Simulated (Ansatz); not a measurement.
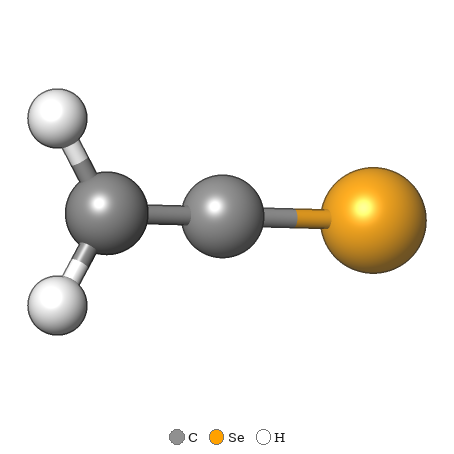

Ball-and-stick drawing of a structure. Every bond is drawn as one stick, whatever its order.

Computed geometry: PBE0-D4/def2-TZVP optimisation. No frequency run is at hand to confirm it as a minimum.

**What is the molecular formula?**

C2H2Se, 5 atoms: 2 carbon, 2 hydrogen and 1 selenium.

**How many bonds of each kind are drawn?**

2 C–H, 1 C–C, 1 C–Se. Sticks follow a distance rule.

More results for the same structure follow; atom numbers are the same in all pictures, views and colours differ.

## Geometry

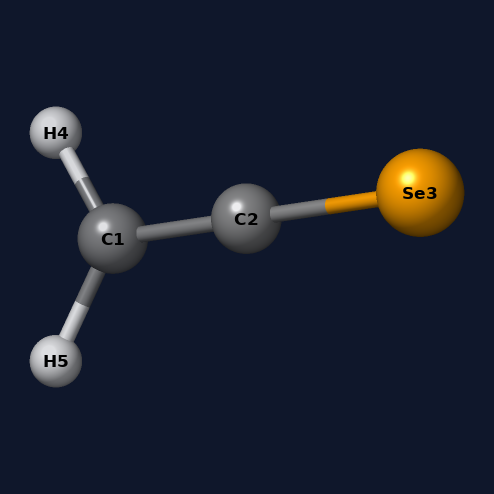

Atoms carry their numbers in the input. No frequency run is at hand to confirm it as a minimum.

Which atoms are bonded, and how long are the bonds?

| bond | length (Å) |
| --- | --- |
| C1–C2 | 1.301 |
| C1–H4 | 1.085 |
| C1–H5 | 1.085 |
| C2–Se3 | 1.694 |

## Electronic properties

No frequency run is at hand to confirm it as a minimum. Properties computed with RKS PBE0-D4/def2-TZVPP (Ansatz 0.2.0).

**What is the HOMO–LUMO gap?**

4.09 eV.

**Estimate the HOMO energy (Kohn–Sham orbital).**

−6.45 eV.

## Dipole moment

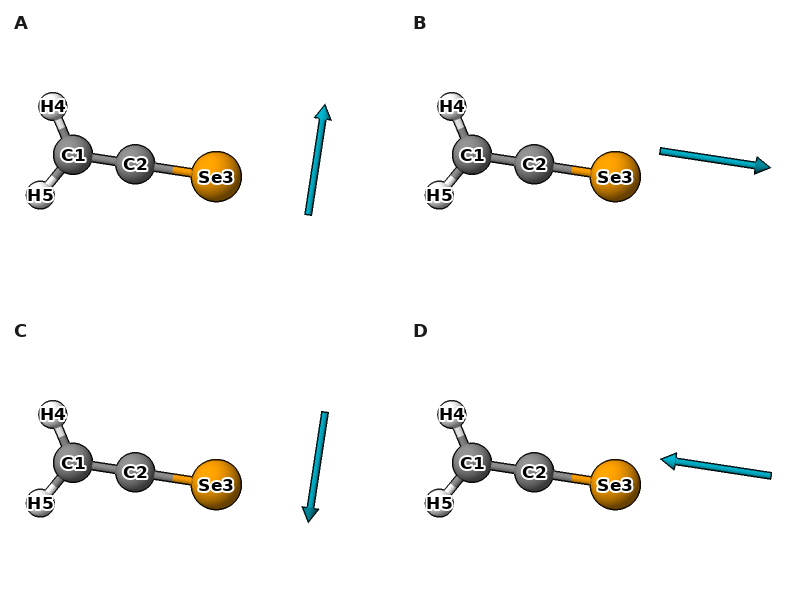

The same molecule four times, each with an arrow. No frequency run is at hand to confirm it as a minimum. Properties computed with RKS PBE0-D4/def2-TZVP (Ansatz 0.2.0).

**Which arrow points along the dipole moment, from the negative to the positive end?**

D. The dipole moment is 1.10 D; it points from the side of Se3 to the side of H4, H5 (the outermost atoms at the two ends).

## Charges

The questions are on Mulliken charges. No frequency run is at hand to confirm it as a minimum. Properties computed with RKS PBE0-D4/def2-TZVP (Ansatz 0.2.0).

**Which atom carries the highest charge (most positive or least negative)?**

H4, H5 (0.17 e).

**And the lowest?**

C1 (−0.30 e).

Give the Mulliken charges atom by atom.

```
atom  value (e)
  C1      −0.30
  C2      −0.04
 Se3       0.01
  H4       0.17
  H5       0.17
```

Mulliken values depend strongly on the basis set and can even reverse the polarity of a bond.
